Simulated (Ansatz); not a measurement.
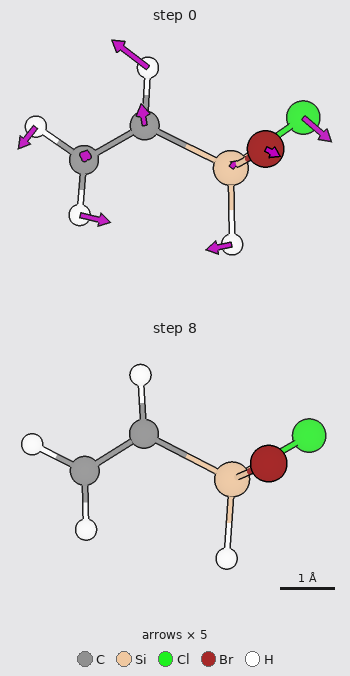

The structure of C₂H₄BrClSi (coarse preliminary run) before (top) and after (bottom) a relaxation, at one scale. The purple arrows give the displacements, 5 times their true length.

The picture is a ball-and-stick view, seen at a tilt.

The start comes from a force field.

Level of theory: RKS PBE-D4/def2-SVP in Ansatz.

The input:
```yaml
crystal:
  periodic: [false, false, false]
  atoms:
    - {symbol: C, position_ang: [-1.390400, -0.817100, -0.190400]}
    - {symbol: C, position_ang: [-0.579600, 0.102000, 0.328600]}
    - {symbol: Si, position_ang: [1.146200, 0.344400, -0.143300]}
    - {symbol: Cl, position_ang: [1.348500, 2.332600, -0.633700]}
    - {symbol: Br, position_ang: [2.455700, -0.068400, 1.605500]}
    - {symbol: H, position_ang: [-1.164800, -1.444200, -0.999600]}
    - {symbol: H, position_ang: [-2.437900, -0.818500, 0.158900]}
    - {symbol: H, position_ang: [-0.873500, 0.783500, 1.115000]}
    - {symbol: H, position_ang: [1.584200, -0.460700, -1.258000]}
basis:
  gaussian: {orbitals: def2-SVP}
hamiltonian: {xc: pbe, dispersion: d4}
relax: {f_tol: 0.03, max_steps: 200}
```

What changed between the two?

H8 moves most after the best rigid fit: 0.18 Å. Largest moves by element: H 0.18 Å, Cl 0.15 Å, C 0.09 Å, Br 0.07 Å, Si 0.04 Å. Among the contacts that change: C1–H6 1.048 → 1.104 Å, Si3–H9 1.443 → 1.497 Å, C2–Si3 1.806 → 1.859 Å, C2–H8 1.081 → 1.105 Å. Bond angles that change, for instance: Si3–C2–H8 111.4° → 118.8°, C2–C1–H7 117.1° → 122.0°, C1–C2–H8 123.6° → 119.8°. The energy falls by 20.5 kJ/mol in 8 geometry steps. Largest force component: 1.7 eV/Å at the start, 0.01 eV/Å at the end. The run took roughly 40 core-seconds on a shared host.
